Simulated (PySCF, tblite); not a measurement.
# CH5NO3Si3, a small molecule taken as a stand-in for a surface group (silica 3-ring): NMR shifts, core binding energies and electronic excitations, part 2 of 2

tblite 0.8.0 and PySCF 2.14.0. Atoms count from 0, parts from 1.

### 5 Core holes by ΔSCF: SCAN, X2C

The job: settings as JSON, then the geometry in Å.

```
{"job": {"kind": "xps", "holes": 5}, "charge": 0, "multiplicity": 1}
O     -0.621590    -1.193579     0.635204
Si    -1.746583    -0.629716    -0.467926
O     -1.235474     0.880498    -0.937869
Si     0.050502     1.844021    -0.514091
O      0.959633     0.970687     0.585811
Si     0.834263    -0.585764     1.111897
C      2.164612    -1.572400     0.265977
N      2.998586    -2.192347    -0.247950
H     -3.062345    -0.532652     0.210277
H     -1.781885    -1.533715    -1.642891
H      0.872486     2.135872    -1.713131
H     -0.436953     3.077524     0.150498
H      1.015005    -0.685705     2.571574
```

Method: delta-SCF UKS SCAN, pcX-2 on the ionised atom, pcseg-1 elsewhere, spin-free X2C.

What it wrote:

```text
ground state, core basis on atom 1 (Si), 191 functions
  cycle   1  E = -1191.73895245  |g| = 1.19e+00
  cycle   2  E = -1191.01101256  |g| = 2.25e+00
  cycle   3  E = -1191.98216602  |g| = 3.23e-01
  cycle   4  E = -1191.99695771  |g| = 2.10e-01
  cycle   5  E = -1192.00685003  |g| = 4.05e-02
  cycle   6  E = -1192.00729646  |g| = 6.10e-03
  cycle   7  E = -1192.00730210  |g| = 5.36e-03
  cycle   8  E = -1192.00730506  |g| = 9.86e-04
  cycle   9  E = -1192.00730578  |g| = 2.42e-04
  E(ground) = -1192.07672095 Eh
hole in Si 2p of atom 1
  cycle   1  E = -1187.67794236  |g| = 1.24e+00
  cycle   2  E = -1186.39847324  |g| = 1.64e+00
  cycle   3  E = -1187.68919288  |g| = 7.58e-01
  cycle   4  E = -1187.89152934  |g| = 4.61e-01
  cycle   5  E = -1187.97507105  |g| = 1.91e-01
  cycle   6  E = -1187.99159597  |g| = 6.27e-02
  cycle   7  E = -1187.99303592  |g| = 2.14e-02
  cycle   8  E = -1187.99321798  |g| = 4.37e-03
  cycle   9  E = -1187.99322623  |g| = 2.91e-03
  cycle  10  E = -1187.99322856  |g| = 7.00e-04
  cycle  11  E = -1187.99322960  |g| = 3.67e-04
  E(ion) = -1188.07322481 Eh   <S^2> = 0.7511   hole on atom = 1.003   binding energy = 108.941 eV
  2p3/2 = 108.677 eV   2p1/2 = 109.305 eV
ground state, core basis on atom 2 (O), 180 functions
  cycle   1  E = -1191.93414046  |g| = 1.13e-01
  cycle   2  E = -1191.93177564  |g| = 1.35e-01
  cycle   3  E = -1191.93456132  |g| = 5.21e-02
  cycle   4  E = -1191.93499111  |g| = 1.34e-02
  cycle   5  E = -1191.93502063  |g| = 6.72e-03
  cycle   6  E = -1191.93503163  |g| = 1.49e-03
  cycle   7  E = -1191.93503289  |g| = 2.56e-04
  E(ground) = -1192.04248107 Eh
hole in O 1s of atom 2
  cycle   1  E = -1171.31165580  |g| = 2.23e+00
  cycle   2  E = -1170.83805108  |g| = 2.22e+00
  cycle   3  E = -1172.07602210  |g| = 4.57e-01
  cycle   4  E = -1172.08204783  |g| = 3.92e-01
  cycle   5  E = -1172.13781375  |g| = 1.19e-01
  cycle   6  E = -1172.14052062  |g| = 9.18e-02
  cycle   7  E = -1172.14433009  |g| = 6.05e-03
  cycle   8  E = -1172.14434871  |g| = 2.00e-03
  cycle   9  E = -1172.14435206  |g| = 9.42e-04
  cycle  10  E = -1172.14435101  |g| = 7.05e-04
  cycle  11  E = -1172.14435224  |g| = 1.31e-04
  E(ion) = -1172.25239999 Eh   <S^2> = 0.7621   hole on atom = 1.000   binding energy = 538.516 eV
ground state, core basis on atom 4 (O), 180 functions
  cycle   1  E = -1191.93077408  |g| = 1.65e-01
  cycle   2  E = -1191.92030956  |g| = 2.74e-01
  cycle   3  E = -1191.93397537  |g| = 3.63e-02
  cycle   4  E = -1191.93399004  |g| = 3.32e-02
  cycle   5  E = -1191.93421863  |g| = 8.29e-03
  cycle   6  E = -1191.93422940  |g| = 2.13e-03
  cycle   7  E = -1191.93423305  |g| = 2.49e-04
  E(ground) = -1192.04241195 Eh
hole in O 1s of atom 4
  cycle   1  E = -1171.30282347  |g| = 2.23e+00
  cycle   2  E = -1170.73868431  |g| = 2.26e+00
  cycle   3  E = -1171.97621506  |g| = 6.32e-01
  cycle   4  E = -1171.84530808  |g| = 7.69e-01
  cycle   5  E = -1172.12521012  |g| = 1.72e-01
  cycle   6  E = -1172.13630499  |g| = 7.58e-02
  cycle   7  E = -1172.13848900  |g| = 1.05e-02
  cycle   8  E = -1172.13854367  |g| = 3.55e-03
  cycle   9  E = -1172.13855122  |g| = 1.35e-03
  cycle  10  E = -1172.13855137  |g| = 1.10e-03
  cycle  11  E = -1172.13855213  |g| = 1.67e-04
  E(ion) = -1172.24755278 Eh   <S^2> = 0.7621   hole on atom = 1.000   binding energy = 538.646 eV
ground state, core basis on atom 5 (Si), 191 functions
  cycle   1  E = -1192.00691122  |g| = 3.13e-01
  cycle   2  E = -1192.00035607  |g| = 2.26e-01
  cycle   3  E = -1192.00200942  |g| = 1.97e-01
  cycle   4  E = -1192.00863409  |g| = 6.94e-02
  cycle   5  E = -1192.00964298  |g| = 1.85e-02
  cycle   6  E = -1192.00971369  |g| = 3.15e-03
  cycle   7  E = -1192.00971699  |g| = 8.68e-04
  cycle   8  E = -1192.00971725  |g| = 1.91e-04
  E(ground) = -1192.07970821 Eh
hole in Si 2p of atom 5
  cycle   1  E = -1187.66343391  |g| = 1.24e+00
  cycle   2  E = -1187.12920175  |g| = 1.45e+00
  cycle   3  E = -1187.56156023  |g| = 9.37e-01
  cycle   4  E = -1187.95025099  |g| = 2.72e-01
  cycle   5  E = -1187.97891792  |g| = 1.03e-01
  cycle   6  E = -1187.98270441  |g| = 4.51e-02
  cycle   7  E = -1187.98355508  |g| = 1.17e-02
  cycle   8  E = -1187.98360878  |g| = 4.01e-03
  cycle   9  E = -1187.98361319  |g| = 1.95e-03
  cycle  10  E = -1187.98361713  |g| = 4.25e-04
  E(ion) = -1188.06476030 Eh   <S^2> = 0.7516   hole on atom = 1.003   binding energy = 109.252 eV
  2p3/2 = 109.085 eV   2p1/2 = 109.712 eV
ground state, core basis on atom 6 (C), 180 functions
  cycle   1  E = -1191.90289233  |g| = 6.41e-02
  cycle   2  E = -1191.90277810  |g| = 4.10e-02
  cycle   3  E = -1191.90265389  |g| = 4.60e-02
  cycle   4  E = -1191.90302207  |g| = 1.94e-02
  cycle   5  E = -1191.90311004  |g| = 3.58e-03
  cycle   6  E = -1191.90311227  |g| = 6.71e-04
  cycle   7  E = -1191.90311226  |g| = 3.13e-04
  E(ground) = -1192.01582849 Eh
hole in C 1s of atom 6
  cycle   1  E = -1180.62694371  |g| = 1.50e+00
  cycle   2  E = -1175.21575110  |g| = 2.66e+00
  cycle   3  E = -1176.82111345  |g| = 1.73e+00
  cycle   4  E = -1180.70831582  |g| = 1.03e+00
  cycle   5  E = -1177.72414287  |g| = 1.88e+00
  cycle   6  E = -1180.90812466  |g| = 5.26e-01
  cycle   7  E = -1181.15487669  |g| = 1.88e-01
  cycle   8  E = -1181.16541304  |g| = 1.47e-01
  cycle   9  E = -1181.17283479  |g| = 5.10e-02
  cycle  10  E = -1181.17350550  |g| = 3.66e-02
  cycle  11  E = -1181.17438745  |g| = 1.46e-02
  cycle  12  E = -1181.17460401  |g| = 3.97e-03
  cycle  13  E = -1181.17463191  |g| = 2.82e-03
  cycle  14  E = -1181.17464618  |g| = 2.12e-03
  cycle  15  E = -1181.17464921  |g| = 1.68e-03
  cycle  16  E = -1181.17465337  |g| = 2.59e-04
  E(ion) = -1181.28523269 Eh   <S^2> = 0.8280   hole on atom = 1.000   binding energy = 291.994 eV
```

Run time: 34 s. Hardware: 1 thread of Intel Xeon 6975P-C, shared host; peak memory 0.71 GiB.

Binding energies by hole, beside the orbital energy of the ground state; the difference holds orbital relaxation and, for a density functional, its self-interaction error:

| hole | stands for | environment | ΔSCF (eV; 2p as the shell's mean) | −ε (eV) | ⟨S²⟩ |
| --- | --- | --- | --- | --- | --- |
| Si2p on Si1 | Si1, Si3 | silicon bonded to 2 O, 2 H | 108.89 | 97.8 | 0.751 |
| O1s on O2 | O2 | oxygen bonded to 2 Si | 538.52 | 517.2 | 0.762 |
| O1s on O4 | O0, O4 | oxygen bonded to 2 Si | 538.65 | 517.4 | 0.762 |
| Si2p on Si5 | Si5 | silicon bonded to C, 2 O, H | 109.29 | 98.4 | 0.752 |
| C1s on C6 | C6 | carbon bonded to N, Si | 291.99 | 274.5 | 0.828 |

Each hole run stands for the others of its class of like atoms.

With the spin-orbit splitting: Si1 2p3/2 108.68, 2p1/2 109.30 eV; Si5 2p3/2 109.08, 2p1/2 109.71 eV. The table gives each 2p level as the mean over the whole 2p shell (two parts 2p3/2, one part 2p1/2), which differs a little from the single hole in the log.

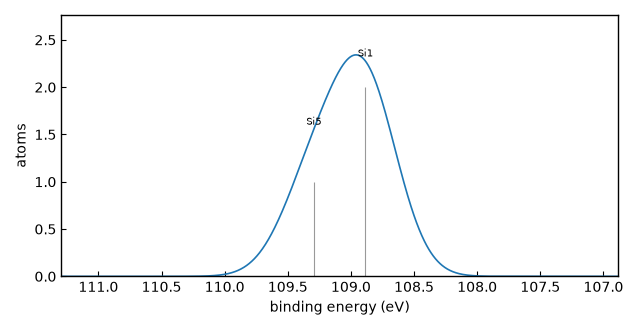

The Si2p photoelectron lines, weighted by the number of atoms. Lines are broadened to a width of 0.60 eV (Gaussian).

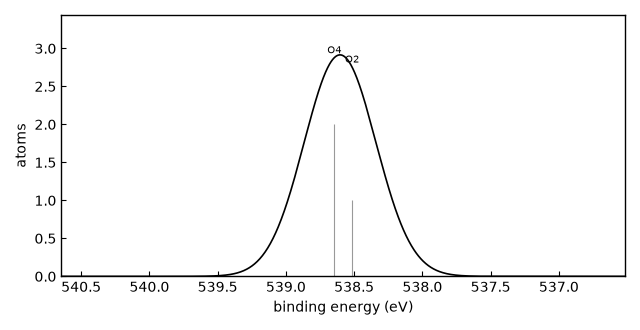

The O1s photoelectron lines, weighted by the number of atoms. Lines are broadened to a width of 0.60 eV (Gaussian).

### 6 TDDFT and polarisability: CAM-B3LYP/def2-SVPD

Settings changed since step 5:

```diff
@@ -1,2 +1,2 @@
-{"job": {"kind": "xps", "holes": 5}, "charge": 0, "multiplicity": 1}
+{"job": {"kind": "uv", "xc": "CAM-B3LYP", "basis": "def2-SVPD", "nstates": 6, "ntriplets": 2, "ip": true}, "charge": 0, "multiplicity": 1}
 O     -0.621590    -1.193579     0.635204
```

Method: TDDFT CAM-B3LYP/def2-SVPD, vertical, gas phase, core orbitals frozen in the response.

What it wrote:

```text
coarse grid: 13384 points
cycle   1  E = -1189.2323248431  dE =  1.068e+00  |g| = 1.201e+00  |ddm| = 7.291e+00
cycle   2  E = -1188.9923792941  dE =  2.399e-01  |g| = 1.665e+00  |ddm| = 5.694e+00
cycle   3  E = -1189.5064986447  dE = -5.141e-01  |g| = 1.582e-01  |ddm| = 2.461e+00
cycle   4  E = -1189.5096038689  dE = -3.105e-03  |g| = 1.074e-01  |ddm| = 2.918e-01
cycle   5  E = -1189.5119932739  dE = -2.389e-03  |g| = 1.380e-02  |ddm| = 1.420e-01
cycle   6  E = -1189.5120423822  dE = -4.911e-05  |g| = 1.670e-03  |ddm| = 7.644e-02
cycle   7  E = -1189.5120430988  dE = -7.165e-07  |g| = 9.680e-04  |ddm| = 7.425e-03
final grid: 118464 points
cycle   8  E = -1189.6891898283  dE = -1.192e-05  |g| = 1.772e-03  |ddm| = 5.037e-02
cycle   9  E = -1189.6891895597  dE =  2.685e-07  |g| = 2.275e-03  |ddm| = 7.426e-03
cycle  10  E = -1189.6891904795  dE = -9.198e-07  |g| = 1.681e-04  |ddm| = 3.133e-03
cycle  11  E = -1189.6891904847  dE = -5.123e-09  |g| = 1.041e-04  |ddm| = 4.935e-04
cycle  12  E = -1189.6891904866  dE = -1.969e-09  |g| = 4.362e-05  |ddm| = 2.354e-04
cycle  13  E = -1189.6891904870  dE = -3.845e-10  |g| = 1.212e-05  |ddm| = 5.121e-05
converged SCF energy = -1189.6891904870

Static polarisability (au): isotropic 88.344, principal 80.951 85.386 98.696

Singlet excitations
state   eV       nm        f      main configurations
  1   6.9574    178.2   0.00016   H-3->L+1 0.31, H-4->L 0.25, H-1->L 0.09
  2   7.2722    170.5   0.00041   H-3->L+1 0.30, H-4->L 0.25, H-1->L 0.12
  3   7.2790    170.3   0.00024   H-4->L+1 0.29, H-3->L 0.26, H-1->L+1 0.13
  4   7.5587    164.0   0.00858   H->L 0.65, H-2->L 0.11
  5   7.5745    163.7   0.00150   H->L+1 0.53, H-2->L+1 0.22
  6   7.6770    161.5   0.00567   H->L+2 0.82

Triplet excitations (Tamm-Dancoff, eV): 5.7287 6.2553
Vertical ionisation energy (delta-SCF) = 11.1856 eV
```

It took 2.9 min on 1 thread of Intel Xeon 6975P-C, shared host; peak memory 1.2 GiB.

Frontier orbitals and where they lie:

| orbital | eV | atoms |
| --- | --- | --- |
| HOMO−3 | -11.59 | N7 44 %, C6 36 %, O4 5 % |
| HOMO−2 | -11.42 | N7 17 %, O2 16 %, Si5 14 % |
| HOMO−1 | -10.97 | O0 18 %, O4 18 %, Si1 11 % |
| HOMO | -10.38 | O2 21 %, Si3 13 %, Si1 13 % |
| LUMO | 0.16 | Si5 24 %, N7 19 %, C6 19 % |
| LUMO+1 | 0.17 | C6 22 %, N7 21 %, Si5 21 % |
| LUMO+2 | 0.73 | Si3 21 %, Si1 21 %, O2 15 % |

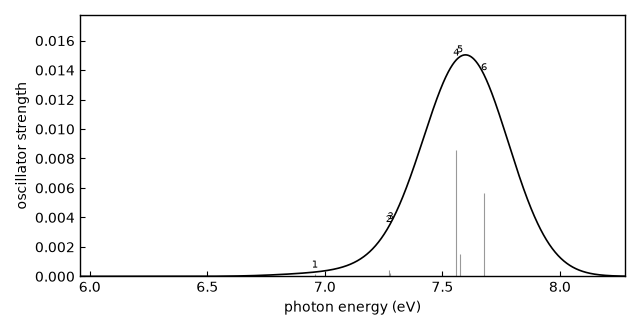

Absorption spectrum from the 6 singlet states computed; above the last one it falls off for lack of states. Lines are broadened to a width of 0.40 eV (Gaussian).

Ground-state properties from the same run:

| property | computed |
| --- | --- |
| dipole moment (D) | 3.64 |
| polarisability (Å³) | 13.09 |
| HOMO–LUMO gap (eV) | 10.54 |
| −ε(HOMO) (eV) | 10.38 |

### 7 Summary of results

The summary covers parts 1 to 2.

| quantity | value |
| --- | --- |
| point group | Cs |
| rotational constants (main isotopes) | 1.84, 1.01, 0.79 GHz |
| ¹³C shifts against TMS (PBE0/pcSseg-1) | 126.6 ppm |
| ¹H shifts against TMS (PBE0/pcSseg-1, means over atoms taken as alike) | 5.29, 5.22, 4.77 ppm |
| ¹⁷O shifts against H2O (PBE0/pcSseg-1, means over atoms taken as alike) | 92.3, 84.1 ppm |
| ²⁹Si shifts against TMS (PBE0/pcSseg-1, means over atoms taken as alike) | -29.6, -66.5 ppm |
| ¹⁵N shifts against NH3 (PBE0/pcSseg-1) | 360.2 ppm |
| Si2p binding energies, SCAN/pcX-2 | Si5 109.29, Si1 108.89 eV |
| O1s binding energies, SCAN/pcX-2 | O4 538.65, O2 538.52 eV |
| C1s binding energies, SCAN/pcX-2 | C6 291.99 eV |
| lowest singlet (CAM-B3LYP/def2-SVPD) | 6.96 eV (178 nm), f = 0.000 |
| brightest single state of those computed | state 4, 7.56 eV, f = 0.009 |
| lowest triplet | 5.73 eV |
| vertical ionisation energy (ΔSCF) | 11.19 eV |

Relaxing lowered the energy by 0.405 eV in 9 steps; the close pair that moved most is Si3–H10, from 1.420 to 1.483 Å (PBE0/def2-SVP). At PBE0/pcSseg-1: Shielding is most anisotropic at N7 (span 590 ppm, paramagnetic term -432 ppm). Si5 (silicon bonded to C, 2 O, H) binds its Si2p electron 0.41 eV more tightly than Si1 (silicon bonded to 2 O, 2 H). The O1s levels kept as sound span 0.13 eV, from O2 (oxygen bonded to 2 Si) up to O4 (oxygen bonded to 2 Si). The lowest singlet, at 6.96 eV, is HOMO−3→LUMO+1 0.31, HOMO−4→LUMO 0.25 and is dark; of the 6 states computed, the strongest absorption comes from states 4 to 5 together at 7.56 eV. The lowest triplet lies 1.23 eV below the lowest singlet (triplets in Tamm-Dancoff, singlets in full TDDFT). ΔSCF puts the ionisation energy at 11.19 eV, 0.81 eV above −ε(HOMO). A capped cluster stands for the solid here, so long-range fields and strain are missing, and bands or shifts of the capping hydrogens have no counterpart in it.
